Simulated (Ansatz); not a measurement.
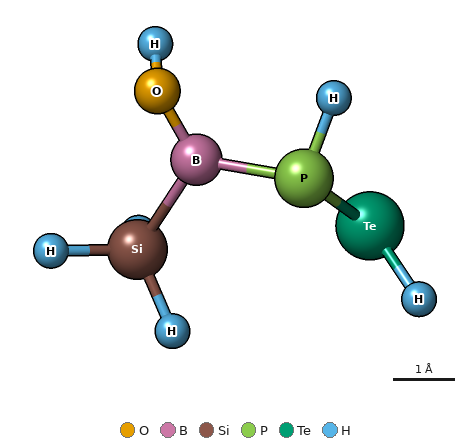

Fig. 1: The structure (ball-and-stick view, seen at a tilt).

## BSiPH₆TeO: frequency calculation

The run: frequency calculation of BSiPH₆TeO, SMILES OB([SiH3])P[TeH]. Method and program: RKS r2SCAN/def2-SVP (Ansatz 0.2.0).

It belongs to a series of runs on one base structure; here: vibrations at the highest image of the band.

### What the program printed
```
Engine: ansatz 0.2.0, x86_64-unknown-linux-gnu
Functional definition: r2SCAN
  parameter k0 = 0.174
  parameter k1 = 0.065
  parameter a1 = 4.9479
  exchange = r2scan_x(k0 = k0, k1 = k1, a1 = a1)
  correlation = r2scan_c
1368 factors; their error is unknown
mean field evaluation 1: about -27268.9256 eV, gradient 4.8e1 eV
mean field evaluation 2: about -27198.2192 eV, gradient 1.5e2 eV
mean field evaluation 4: about -27273.5219 eV, gradient 8.0e0 eV
mean field evaluation 8: about -27273.7332 eV, gradient 2.5e-1 eV
mean field evaluation 16: about -27273.6819 eV, gradient 3.4e-4 eV
mean field -27273.68190144 eV, -1002.2893231123 hartree, gradient 1.6e-5 eV, S^2 0.000000; 0 other end points of the search recorded, 0 dependent functions left out
the calculation of the forces begins
reference -27273.68191278 eV, -1002.2893235289 hartree; 36, 36 occupied and 84, 84 virtual orbitals, 1368 factors
these checks for a lower state are left out or cut short: stability, starts, cluster_reference, orbital_swaps, neighbouring_geometries, increment
1368 factors; their error is unknown
mean field -27273.68179948 eV, -1002.2893193655 hartree, gradient 1.2e-6 eV, S^2 0.000000; 0 other end points of the search recorded, 0 dependent functions left out
[... from here on the field's lines of each further geometry are left out, up to the last ...]
the calculation of the forces begins
reference -27273.68189641 eV, -1002.2893229276 hartree; 36, 36 occupied and 84, 84 virtual orbitals, 1368 factors
these checks for a lower state are left out or cut short: stability, starts, cluster_reference, orbital_swaps, neighbouring_geometries, increment
1368 factors; their error is unknown
mean field -27273.68187353 eV, -1002.2893220868 hartree, gradient 9.7e-7 eV, S^2 0.000000; 0 other end points of the search recorded, 0 dependent functions left out
the calculation of the forces begins
reference -27273.68188487 eV, -1002.2893225034 hartree; 36, 36 occupied and 84, 84 virtual orbitals, 1368 factors
WARN: phonons: modes at or below zero, which the zero-point energy, F, S and C_V leave out: 1, the lowest at -725.75 cm⁻¹. A minimum has none, and a first-order saddle one
Total energy: -27273.68191278 eV, -1002.2893235289 hartree
Atom 0 at     0.952626     1.885765     0.692859 Å, force    -0.010152    -0.010811     0.009972 eV/Å
Atom 1 at     0.520791     0.680768     0.210301 Å, force     0.002989     0.008236    -0.001016 eV/Å
Atom 2 at     0.209948    -0.908780     1.466948 Å, force     0.002858    -0.001739    -0.000209 eV/Å
Atom 3 at     0.459648     0.410062    -1.702183 Å, force    -0.002223     0.000587    -0.000103 eV/Å
Atom 4 at    -1.746215    -0.701344    -1.918203 Å, force    -0.000141     0.000726    -0.002443 eV/Å
Atom 5 at     0.349286     2.582859     0.963452 Å, force     0.006299     0.002678    -0.007643 eV/Å
Atom 6 at     1.155869    -0.826137     2.627677 Å, force     0.000187    -0.000406    -0.000289 eV/Å
Atom 7 at     0.369963    -2.242402     0.810589 Å, force     0.000160     0.001080     0.000422 eV/Å
Atom 8 at    -1.177637    -0.840356     2.036043 Å, force    -0.000002     0.000475    -0.000337 eV/Å
Atom 9 at     0.145157     1.727768    -2.154882 Å, force    -0.000677    -0.000847    -0.000671 eV/Å
Atom 10 at    -1.174035    -1.825303    -3.012002 Å, force     0.000701     0.000020     0.002318 eV/Å
Dipole moment:    -0.243072     0.422799    -0.002663 e Å
Vibrations: -725.75 42.28 69.57 134.08 154.54 211.53 258.01 303.05 341.14 425.84 507.00 545.49 596.29 632.00 703.38 787.64 826.57 892.18 924.70 937.70 1277.90 2108.88 2182.02 2192.02 2218.53 2384.12 3940.33 cm⁻¹, zero-point energy 1.586799 eV
```

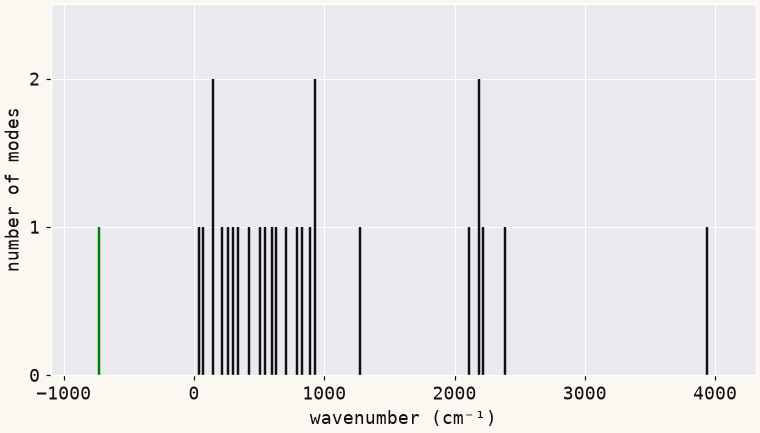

Fig. 2: Harmonic vibrational wavenumbers from the force constants; neighbouring modes closer than 21 cm⁻¹ are counted in one stick, and imaginary ones are drawn at negative wavenumbers. 27 modes from 726i to 3940 cm⁻¹, 1 imaginary beyond 8i (726i cm⁻¹): a first-order saddle point, if the geometry is stationary.

The run was set up as follows.

### The input
```yaml
crystal:
  periodic: [false, false, false]
  atoms:
    - { symbol: O, position_ang: [0.952626, 1.885765, 0.692859] }
    - { symbol: B, position_ang: [0.520791, 0.680768, 0.210301] }
    - { symbol: Si, position_ang: [0.209948, -0.90878, 1.466948] }
    - { symbol: P, position_ang: [0.459648, 0.410062, -1.702183] }
    - { symbol: Te, position_ang: [-1.746215, -0.701344, -1.918203] }
    - { symbol: H, position_ang: [0.349286, 2.582859, 0.963452] }
    - { symbol: H, position_ang: [1.155869, -0.826137, 2.627677] }
    - { symbol: H, position_ang: [0.369963, -2.242402, 0.810589] }
    - { symbol: H, position_ang: [-1.177637, -0.840356, 2.036043] }
    - { symbol: H, position_ang: [0.145157, 1.727768, -2.154882] }
    - { symbol: H, position_ang: [-1.174035, -1.825303, -3.012002] }
basis:
  gaussian: { orbitals: def2-SVP }
hamiltonian:
  xc: r2scan
phonons: {}
```

Launch command:
```bash
ansatz run input.yaml --threads 2 --pin off --max-ram 3072MiB --backend cpu --events-out ev --progress --plain --runs-dir out
```

### Results in brief

```tsv
quantity	value
outcome	converged
total energy	−27273.6819 eV
mean-field energy	−27273.6819 eV
largest force (length of the vector)	0.018 eV/Å
hardware	2 threads of AMD EPYC (Zen 3), 24 GiB of memory available, shared host
wall time	2.3 min (CPU time 4.4 min)
peak memory	0.22 GiB
```
